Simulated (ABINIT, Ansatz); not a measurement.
## Sr2MgH6 (P-3m1): G0W0 on several meshes in ABINIT

Wanted: mesh dependence and cost of G0W0 for Sr2MgH6 (P-3m1).

Calculated with ABINIT 10.8.3; PBEsol and many-body steps on it, plane waves.

## Step 1: Set-up

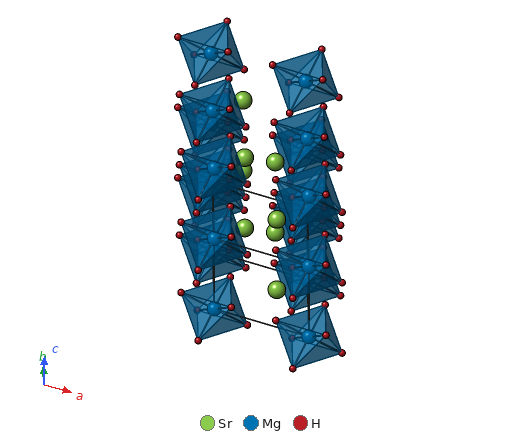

The cell as given, from a free direction (strontium green, magnesium blue, hydrogen red). 1×2×2 cells are drawn. Some periodic images of atoms are drawn too.

The cell and positions are those that the Materials Project relaxed with its own functionals (PBE, PBE+U or r2SCAN), kept fixed.

## Step 2: Empty states on the mesh, 3×3×2 mesh, 212 bands

This step: ABINIT 10.8.3; DFT, PBEsol, plane waves, norm-conserving pseudopotentials.

The sums over transitions need many empty states on a uniform mesh; this step solves for them.

The input, run.abi:

```
acell 3*1.0 Angstrom
rprim 
  5.475438295790 0.000000000002 0.000000000000
  -2.737719147897 4.741868661007 0.000000000000
  0.000000000000 0.000000000000 4.188467730000
ntypat 3
znucl 38 12 1
natom 9
typat 1 1 2 3 3 3 3 3 3
xred 
  0.666666666667 0.333333333333 0.263532570000
  0.333333333333 0.666666666667 0.736467430000
  0.000000000000 0.000000000000 0.000000000000
  0.823459443333 0.646918886667 0.765248350000
  0.823459443333 0.176540556667 0.765248350000
  0.353081113333 0.176540556667 0.765248350000
  0.176540556667 0.353081113333 0.234751650000
  0.176540556667 0.823459443333 0.234751650000
  0.646918886667 0.823459443333 0.234751650000
pp_dirpath "pseudos"
pseudos "Sr.upf, Mg.upf, H.upf"
ecut 38
ngkpt 3 3 2
nshiftk 1
shiftk 0 0 0
kptopt 1
chksymbreak 0
iscf -2
irdden 1
istwfk *1
nband 212
nbdbuf 18
tolwfr 1e-09
nstep 60
prtvol 0
indata_prefix "in"
outdata_prefix "out"
tmpdata_prefix "tmp"
```

On the command line:

```sh
$ OMP_NUM_THREADS=1 mpirun -n 4 abinit run.abi > log
```

Numbers of over 12 decimals in the logs are rounded to 6 here.

The log of the run:

```text
.Version 10.8.3 of ABINIT. v10.8.2 released Aug 2026.

 Symmetries : space group P-3 m 1 (#164); Bravais hP (primitive hexag.)
[... echo of the input left out ...]
== DATASET  1 ==================================================================
-   mpi_nproc: 4, omp_nthreads: 1 (-1 if OMP is not activated)

--- !DatasetInfo
iteration_state: {dtset: 1, }
dimensions: {natom: 9, nkpt: 6, mband: 212, nsppol: 1, nspinor: 1, nspden: 1, mpw: 8238, }
cutoff_energies: {ecut:  38.0, pawecutdg:  -1.0, }
[...]
2.81535    2.83553    2.83553    2.85015    2.85319    2.85622    2.87863    2.87863
   2.88997    2.90110    2.90110    2.92163    2.92163    2.94883    2.94889    2.95037
   2.95107    2.96766    2.98359    2.99504
 prteigrs : prtvol=0 or 1, do not print more k-points.

== END DATASET(S) ==============================================================
================================================================================

 -outvars: echo values of variables after computation  --------
            nband         212
             nkpt           6
          spgroup         164
 [... the other variables as echoed above ...]

 Calculation completed.
```

Elapsed: 2.3 min, on 4 MPI ranks of Arm Neoverse V1, shared host; peak memory 0.52 GiB; 9.2 min of CPU time.

Numbers from this step:

* gap: 2.528 eV
* k of the valence top: 0.3333, 0.3333, 0
* k of the conduction bottom: 0, 0, 0
* least direct gap: 2.945 eV
* k points computed: 6
* lowest point of the top converged band, above the valence top: 70.6386 eV

On this mesh the gap is 2.528 eV.

The density comes from a self-consistent run that is not shown.

## Step 3: Screening, 3×3×2 mesh, 90 bands, screening to 114.3 eV

The RPA dielectric matrix is built and inverted for each q.

This step: RPA screening on PBEsol, plane waves, norm-conserving pseudopotentials.

Edit run.abi of step 2 so:

```diff
@@ -27,10 +27,11 @@
 chksymbreak 0
-iscf -2
-irdden 1
 istwfk *1
-nband 212
-nbdbuf 18
-tolwfr 1e-09
-nstep 60
-prtvol 0
+occopt 1
+irdwfk 1
+optdriver 3
+nband 90
+ecuteps 4.2
+inclvkb 2
+awtr 1
+symchi 1
 indata_prefix "in"
```

The log of the run:

```text
.Version 10.8.3 of ABINIT. v10.8.2 released Aug 2026.

 Symmetries : space group P-3 m 1 (#164); Bravais hP (primitive hexag.)
[... echo of the input left out ...]
== DATASET  1 ==================================================================
-   mpi_nproc: 4, omp_nthreads: 1 (-1 if OMP is not activated)

--- !DatasetInfo
iteration_state: {dtset: 1, }
dimensions: {natom: 9, nkpt: 6, mband: 90, nsppol: 1, nspinor: 1, nspden: 1, mpw: 8238, }
cutoff_energies: {ecut:  38.0, pawecutdg:  -1.0, }
electrons: {nelect:   3.60000000E+01, charge:   0.00000000E+00, occopt:   1.00000000E+00, tsmear:   1.00000000E-02, }

 SCREENING: Calculation of the susceptibility and dielectric matrices

 Based on a program developped by R.W. Godby, V. Olevano, G. Onida, and L. Reining.
 Incorporated in ABINIT by V. Olevano, G.-M. Rignanese, and M. Torrent.
.Using double precision arithmetic ; gwpc =  8

[... cell and pseudopotentials left out ...]
--------------------------------------------------------------------------------

 ==== K-mesh for the wavefunctions ====
 Number of points in the irreducible wedge :     6
[... list of points left out ...]
 Together with 12 symmetry operations and time-reversal symmetry
 yields    18 points in the full Brillouin Zone.

 ==== Q-mesh for the screening function ====
 Number of points in the irreducible wedge :     6
[... list of points left out ...]
 Together with 12 symmetry operations and time-reversal symmetry
 yields    18 points in the full Brillouin Zone.

 setmesh: FFT mesh size selected  =    36x   36x   30
          total number of points  =        38880

 vcoul_init : cutoff-mode = AUXILIARY_FUNCTION
 q-points for optical limit:   1
     1)      0.000010    0.000020    0.000030

- screening: taking advantage of time-reversal symmetry
- Maximum band index for partially occupied states nbvw = 18
- Remaining bands to be divided among processors   nbcw = 72
- Number of bands treated by each node ~18

 Number of electrons calculated from density =   36.0000; Expected =   36.0000
 average of density, n =  0.049055
 r_s =    1.6946
 omega_plasma =   21.3647 [eV]

 calculating chi0 at frequencies [eV] :
  1    0.000000E+00    0.000000E+00
  2    0.000000E+00    2.136470E+01

--------------------------------------------------------------------------------
  q-point number  1        q = ( 0.000000, 0.000000, 0.000000) [r.l.u.]
--------------------------------------------------------------------------------
[... chi0 elements left out ...]
 For q-point:  0.000010 0.000020 0.000030
  dielectric constant =   5.7298
  dielectric constant without local fields =   6.3718

  Average fulfillment of the sum rule on Im[epsilon] for q-point    1 :     58.29  [%]
[... wings left out ...]
  q-point number  2        q = ( 0.333333, 0.000000, 0.000000) [r.l.u.]
--------------------------------------------------------------------------------
[... chi0 elements left out ...]
  Average fulfillment of the sum rule on Im[epsilon] for q-point    2 :     67.43  [%]

 [... 4 further q-points ...]
```

It took 27 s on 4 MPI ranks; peak memory 1.1 GiB.

This step gave:

```
ε∞ with local fields, on this mesh, along the program's q direction : 5.730
the same without local fields                                       : 6.372
plasma frequency                                                    : 21.36 eV
plane waves in the screening matrix                                 : 283
```

Local fields lower ε∞ by 10 %. On a Γ-centred mesh this coarse the value itself is usually too large, while a short band sum pulls it down.

## Step 4: 3×3×2

The self-energy is evaluated for the states that the input lists, and the levels follow from it, in one-shot runs by the linearised quasiparticle equation.

This step: G0W0 on PBEsol, plane waves, norm-conserving pseudopotentials.

Edit run.abi of step 3 so:

```diff
@@ -30,8 +30,17 @@
 irdwfk 1
-optdriver 3
+optdriver 4
 nband 90
+gwcalctyp 0
+ecutsigx 38
+symsigma 1
+nkptgw 2
+kptgw 
+  0.3333333333 0.3333333333 0.0000000000
+  0.0000000000 0.0000000000 0.0000000000
+bdgw 
+  16 20
+  17 21
 ecuteps 4.2
-inclvkb 2
-awtr 1
-symchi 1
+irdscr 1
+ppmodel 1
 indata_prefix "in"
```

The log of the run:

```text
.Version 10.8.3 of ABINIT. v10.8.2 released Aug 2026.

 Symmetries : space group P-3 m 1 (#164); Bravais hP (primitive hexag.)
[... echo of the input left out ...]
== DATASET  1 ==================================================================
-   mpi_nproc: 4, omp_nthreads: 1 (-1 if OMP is not activated)

--- !DatasetInfo
iteration_state: {dtset: 1, }
dimensions: {natom: 9, nkpt: 6, mband: 90, nsppol: 1, nspinor: 1, nspden: 1, mpw: 8238, }
cutoff_energies: {ecut:  38.0, pawecutdg:  -1.0, }
electrons: {nelect:   3.60000000E+01, charge:   0.00000000E+00, occopt:   1.00000000E+00, tsmear:   1.00000000E-02, }

 SIGMA: Calculation of the GW corrections

 Based on a program developped by R.W. Godby, V. Olevano, G. Onida, and L. Reining.
 Incorporated in ABINIT by V. Olevano, G.-M. Rignanese, and M. Torrent.
.Using double precision arithmetic ; gwpc =  8

[... cell and pseudopotentials left out ...]
--------------------------------------------------------------------------------

 ==== K-mesh for the wavefunctions ====
 Number of points in the irreducible wedge :     6
[... list of points left out ...]
 Together with 12 symmetry operations and time-reversal symmetry
 yields    18 points in the full Brillouin Zone.

 ==== Q-mesh for screening function ====
 Number of points in the irreducible wedge :     6
[... list of points left out ...]
 Together with 12 symmetry operations and time-reversal symmetry
 yields    18 points in the full Brillouin Zone.

 vcoul_init : cutoff-mode = AUXILIARY_FUNCTION
 q-points for optical limit:   1
     1)      0.000010    0.000020    0.000030
 setmesh: FFT mesh size selected  =    50x   50x   45
          total number of points  =       112500

 Number of electrons calculated from density =   36.0000; Expected =   36.0000
 average of density, n =  0.049055
 r_s =    1.6946
 omega_plasma =   21.3647 [eV]

 === KS Band Gaps ===
  >>>> For spin  1
   Minimum direct gap =   2.9453 [eV], located at k-point      :   0.0000  0.0000  0.0000
   Fundamental gap    =   2.5285 [eV], Top of valence bands at :   0.3333  0.3333  0.0000
                                       Bottom of conduction at :   0.0000  0.0000  0.0000
 SIGMA fundamental parameters:
 PLASMON POLE MODEL  1
 number of plane-waves for SigmaX                 8175
 number of plane-waves for SigmaC and W            283
 number of plane-waves for wavefunctions          8175
 number of bands                                    90
 number of independent spin polarizations            1
 number of spinorial components                      1
 number of k-points in IBZ                           6
 number of q-points in IBZ                           6
 number of symmetry operations                      12
 number of k-points in BZ                           18
 number of q-points in BZ                           18
 number of frequencies for dSigma/dE                 9
 frequency step for dSigma/dE [eV]                0.25
 number of omega for Sigma on real axis              0
 max omega for Sigma on real axis  [eV]           0.00
 zcut for avoiding poles [eV]                     0.10

 EPSILON^-1 parameters (SCR file):
 dimension of the eps^-1 matrix on file            283
 dimension of the eps^-1 matrix used               283
 number of plane-waves for wavefunctions          8175
 number of bands                                    90
 number of q-points in IBZ                           6
 number of frequencies                               2
 number of real frequencies                          1
 number of imag frequencies                          1

 matrix elements of self-energy operator (all in [eV])

 Perturbative Calculation

--- !SelfEnergy_ee
iteration_state: {dtset: 1, }
kpoint     : [   0.333,    0.333,    0.000, ]
spin       : 1
KS_gap     :    3.206
QP_gap     :    5.109
Delta_QP_KS:    1.904
data: !SigmaeeData |
     Band     E0 <VxcDFT>   SigX SigC(E0)      Z dSigC/dE  Sig(E)    E-E0       E
       16   2.964 -10.869 -13.864   2.119   0.786  -0.272 -11.558  -0.689   2.275
       17   2.964 -10.869 -13.864   2.119   0.786  -0.272 -11.558  -0.689   2.275
       18   4.043 -11.281 -14.242   2.058   0.788  -0.270 -11.992  -0.711   3.332
       19   7.249  -9.681  -4.643  -3.584   0.820  -0.219  -8.489   1.193   8.442
       20   7.555  -9.972  -5.163  -3.425   0.819  -0.221  -8.839   1.133   8.688

--- !SelfEnergy_ee
iteration_state: {dtset: 1, }
kpoint     : [   0.000,    0.000,    0.000, ]
spin       : 1
KS_gap     :    2.945
QP_gap     :    4.562
Delta_QP_KS:    1.617
data: !SigmaeeData |
     Band     E0 <VxcDFT>   SigX SigC(E0)      Z dSigC/dE  Sig(E)    E-E0       E
       17   3.626 -11.090 -14.039   2.078   0.789  -0.268 -11.777  -0.687   2.939
       18   3.626 -11.090 -14.039   2.078   0.789  -0.268 -11.777  -0.687   2.939
       19   6.572  -9.174  -4.826  -3.222   0.825  -0.212  -8.244   0.930   7.501
       20   8.503 -10.516  -4.880  -3.888   0.813  -0.230  -9.094   1.422   9.925
       21   8.503 -10.516  -4.880  -3.888   0.813  -0.230  -9.094   1.422   9.925

== END DATASET(S) ==============================================================
================================================================================

 -outvars: echo values of variables after computation  --------
           etotal      0.0000000000E+00
            nband          90
             nkpt           6
          spgroup         164
 [... the other variables as echoed above ...]

 Calculation completed.
```

Elapsed: 10 s, on 4 MPI ranks; peak memory 0.88 GiB.

This step gave:

* G0W0 gap on the points computed: 4.169 eV
* starting gap on the mesh: 2.528 eV
* k of the valence top: 0.3333, 0.3333, 0
* k of the conduction bottom: 0, 0, 0
* Z at the valence top: 0.788
* Z at the conduction bottom: 0.825
* least direct G0W0 gap on the computed points: 4.562 eV

The gap on the mesh goes from 2.53 eV to 4.17 eV, a correction of +1.64 eV.

## Step 5: Empty states on the mesh, 3×3×4 mesh, 98 bands

This step: DFT, PBEsol, plane waves, norm-conserving pseudopotentials.

Edit run.abi of step 4 so:

```diff
@@ -22,3 +22,3 @@
 ecut 38
-ngkpt 3 3 2
+ngkpt 3 3 4
 nshiftk 1
@@ -27,20 +27,10 @@
 chksymbreak 0
+iscf -2
+irdden 1
 istwfk *1
-occopt 1
-irdwfk 1
-optdriver 4
-nband 90
-gwcalctyp 0
-ecutsigx 38
-symsigma 1
-nkptgw 2
-kptgw 
-  0.3333333333 0.3333333333 0.0000000000
-  0.0000000000 0.0000000000 0.0000000000
-bdgw 
-  16 20
-  17 21
-ecuteps 4.2
-irdscr 1
-ppmodel 1
+nband 98
+nbdbuf 8
+tolwfr 1e-09
+nstep 60
+prtvol 0
 indata_prefix "in"
```

The log of the run:

```text
.Version 10.8.3 of ABINIT. v10.8.2 released Aug 2026.

 Symmetries : space group P-3 m 1 (#164); Bravais hP (primitive hexag.)
[... echo of the input left out ...]
== DATASET  1 ==================================================================
-   mpi_nproc: 4, omp_nthreads: 1 (-1 if OMP is not activated)

--- !DatasetInfo
iteration_state: {dtset: 1, }
dimensions: {natom: 9, nkpt: 10, mband: 98, nsppol: 1, nspinor: 1, nspden: 1, mpw: 8238, }
cutoff_energies: {ecut:  38.0, pawecutdg:  -1.0, }
[...]
1.35888    1.37892    1.37892    1.38488    1.41655    1.42677    1.42677    1.43597
   1.48284    1.53673    1.55564    1.55564    1.56460    1.56460    1.57447    1.57447
   1.59555    1.63544
 prteigrs : prtvol=0 or 1, do not print more k-points.

== END DATASET(S) ==============================================================
================================================================================

 -outvars: echo values of variables after computation  --------
            nband          98
             nkpt          10
          spgroup         164
 [... the other variables as echoed above ...]

 Calculation completed.
```

It took 66 s on 4 MPI ranks; peak memory 0.45 GiB.

This step gave:

* gap: 2.528 eV
* k of the valence top: 0.3333, 0.3333, 0
* k of the conduction bottom: 0, 0, 0
* least direct gap: 2.945 eV
* k points computed: 10
* lowest point of the top converged band, above the valence top: 35.84 eV

On this mesh the gap is 2.528 eV.

## Step 6: Screening, 3×3×4 mesh, 90 bands, screening to 114.3 eV

This step: RPA screening on PBEsol, plane waves, norm-conserving pseudopotentials.

Edit run.abi of step 5 so:

```diff
@@ -27,10 +27,11 @@
 chksymbreak 0
-iscf -2
-irdden 1
 istwfk *1
-nband 98
-nbdbuf 8
-tolwfr 1e-09
-nstep 60
-prtvol 0
+occopt 1
+irdwfk 1
+optdriver 3
+nband 90
+ecuteps 4.2
+inclvkb 2
+awtr 1
+symchi 1
 indata_prefix "in"
```

The log of the run:

```text
.Version 10.8.3 of ABINIT. v10.8.2 released Aug 2026.

 Symmetries : space group P-3 m 1 (#164); Bravais hP (primitive hexag.)
[... echo of the input left out ...]
== DATASET  1 ==================================================================
-   mpi_nproc: 4, omp_nthreads: 1 (-1 if OMP is not activated)

--- !DatasetInfo
iteration_state: {dtset: 1, }
dimensions: {natom: 9, nkpt: 10, mband: 90, nsppol: 1, nspinor: 1, nspden: 1, mpw: 8238, }
cutoff_energies: {ecut:  38.0, pawecutdg:  -1.0, }
electrons: {nelect:   3.60000000E+01, charge:   0.00000000E+00, occopt:   1.00000000E+00, tsmear:   1.00000000E-02, }

 SCREENING: Calculation of the susceptibility and dielectric matrices

 Based on a program developped by R.W. Godby, V. Olevano, G. Onida, and L. Reining.
 Incorporated in ABINIT by V. Olevano, G.-M. Rignanese, and M. Torrent.
.Using double precision arithmetic ; gwpc =  8

[... cell and pseudopotentials left out ...]
--------------------------------------------------------------------------------

 ==== K-mesh for the wavefunctions ====
 Number of points in the irreducible wedge :    10
[... list of points left out ...]
 Together with 12 symmetry operations and time-reversal symmetry
 yields    36 points in the full Brillouin Zone.

 ==== Q-mesh for the screening function ====
 Number of points in the irreducible wedge :    10
[... list of points left out ...]
 Together with 12 symmetry operations and time-reversal symmetry
 yields    36 points in the full Brillouin Zone.

 setmesh: FFT mesh size selected  =    36x   36x   30
          total number of points  =        38880

 vcoul_init : cutoff-mode = AUXILIARY_FUNCTION
 q-points for optical limit:   1
     1)      0.000010    0.000020    0.000030

- screening: taking advantage of time-reversal symmetry
- Maximum band index for partially occupied states nbvw = 18
- Remaining bands to be divided among processors   nbcw = 72
- Number of bands treated by each node ~18

 Number of electrons calculated from density =   36.0000; Expected =   36.0000
 average of density, n =  0.049055
 r_s =    1.6946
 omega_plasma =   21.3647 [eV]

 calculating chi0 at frequencies [eV] :
  1    0.000000E+00    0.000000E+00
  2    0.000000E+00    2.136470E+01

--------------------------------------------------------------------------------
  q-point number  1        q = ( 0.000000, 0.000000, 0.000000) [r.l.u.]
--------------------------------------------------------------------------------
[... chi0 elements left out ...]
 For q-point:  0.000010 0.000020 0.000030
  dielectric constant =   4.8358
  dielectric constant without local fields =   5.3646

  Average fulfillment of the sum rule on Im[epsilon] for q-point    1 :     58.44  [%]
[... wings left out ...]
  q-point number  2        q = ( 0.333333, 0.000000, 0.000000) [r.l.u.]
--------------------------------------------------------------------------------
[... chi0 elements left out ...]
  Average fulfillment of the sum rule on Im[epsilon] for q-point    2 :     67.49  [%]

 [... 8 further q-points ...]
```

Elapsed: 67 s, on 4 MPI ranks; peak memory 1.6 GiB; 4.5 min of CPU time.

This step gave:

```yaml
eps_infinity_with_local_fields_on_this_mesh_along_the_program_s_q_direction: 4.836
the_same_without_local_fields: 5.365
plasma_frequency: 21.36 eV
plane_waves_in_the_screening_matrix: 283
```

[end of part 1 of 2]

[Paths, hosts, dates, memory and timing lines, banners, echoed tables and standing remarks are left out of the program output.]

[Logs are printed without paths, hosts, clocks, repeated set-up lines and the standing remarks that a program may print on its own settings, such as how far it seeks lower states.]

[Runs of the session that timed out or met a known fault of the program may be left out.]

[Hosts, paths, dates, database ids (printed as entryN), source tags and the programs' standing remarks are cut or masked in the printed files.]

[G0W0 gaps are taken among the corrected bands and points alone; a level outside them can change the order at an edge.]

[Where Ansatz stands beside ABINIT at settings called matched, ABINIT's density can come from a denser mesh and the files from another edition; pairs whose starting gaps differed by over 0.03 eV were left out, so agreement reads better than it is.]
